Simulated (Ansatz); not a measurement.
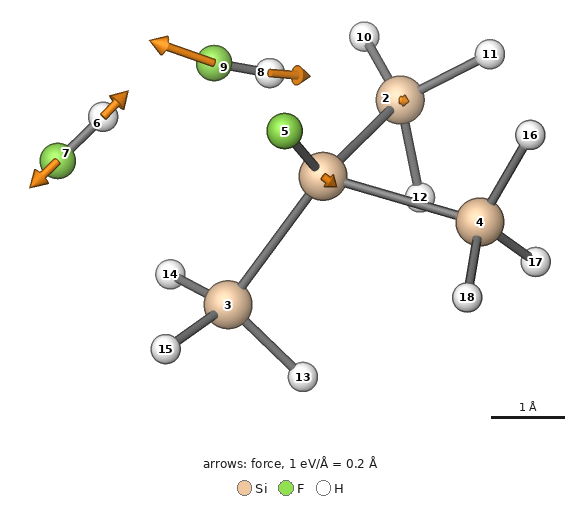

Starting geometry of Si4H11F3 (started from a transition state, displaced along its imaginary mode) with the computed forces as orange arrows. A ball-and-stick model, seen from a free direction.

These are results of RKS PBE0-D4/def2-TZVP (Ansatz), not measurements. Set-up: force threshold 0.005 eV/Å; at most 200 steps.

Q: Is this structure relaxed? If not, where do the atoms go?

A: It isn't relaxed: the largest force vector, on an F atom, is 5.13 eV/Å. The final displacements have little in common with the starting forces (cosine between the two patterns 0.17). The atom that moves furthest after the best rigid fit is an F atom (1.25 Å). By element the largest moves are F 1.25 Å, H 1.17 Å, Si 0.54 Å. Near-neighbour distances that change, for instance: F–Si 2.289 → 3.837 Å, H–Si 2.008 → 3.374 Å, H–Si 1.990 → 2.781 Å, Si–Si 2.504 → 2.350 Å. Among the angles between lasting bonds that change: Si–Si–F 132.0° → 106.1°, Si–Si–H 134.7° → 109.8°, Si–Si–Si 86.8° → 109.0°. The energy falls by 146.3 kJ/mol in 20 accepted moves (21 points after the start). Largest force component: 4.5 eV/Å at the start, 0.0046 eV/Å at the end. The line search rejected the trial step at point 9 of the run. The forces were under the threshold at step 16, but the run went on from there. The run took about 50 s of wall time on a shared GPU.
